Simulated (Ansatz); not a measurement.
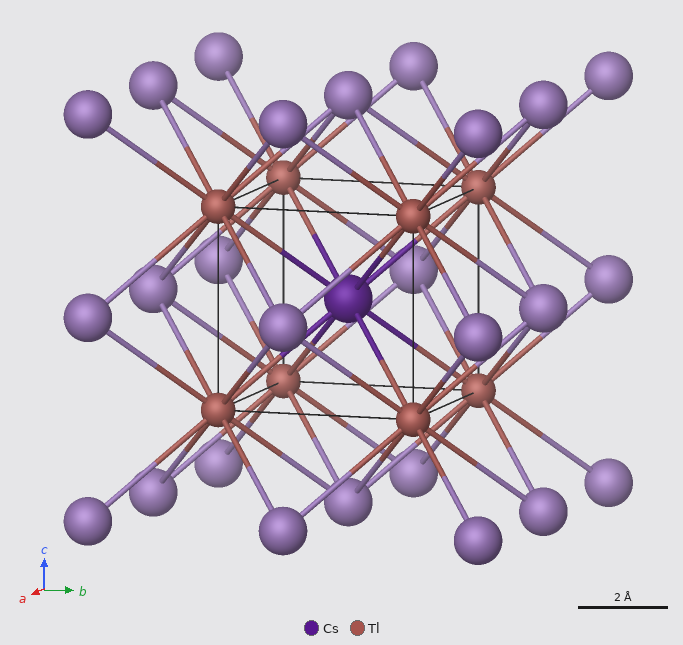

The crystal in a ball-and-stick representation, seen slightly off an axis. The conventional unit cell is outlined; an atom on or near a face, edge or corner is repeated at each equivalent position. Atoms just outside the outline that bond to atoms inside are added, in fainter colours.

CsTl, caesium chloride (CsCl, B2) type, space group Pm-3m (No. 221), a = 4.664 Å, b = 4.664 Å, c = 4.664 Å, α = 90.00°, β = 90.00°, γ = 90.00°. The structure comes from a structure type filled with these elements by a generator (whether the compound takes this form wasn't checked). Earlier steps of the study may have refined or changed the cell and positions. It went into a calculation with Ansatz.

This one geometry was computed with Ansatz (DFT, plane waves, PAW) at three levels of theory: PBE, PBE with spin-orbit coupling and r2SCAN.

**How does the band gap change with the level of theory?**

All levels give a metal.

**Collect the results in a table.**

| level | cutoff (eV) | k-mesh of the run's cell | gap (eV) | pressure (GPa) |
| --- | --- | --- | --- | --- |
| PBE | 420 | 12×12×12 | metal | 0.0 |
| PBE with spin-orbit coupling | 420 | 12×12×12 | metal | 0.1 |
| r2SCAN | 500 | 12×12×12 | metal | -0.5 |

Gaps are taken on the k-mesh or band path of each run.
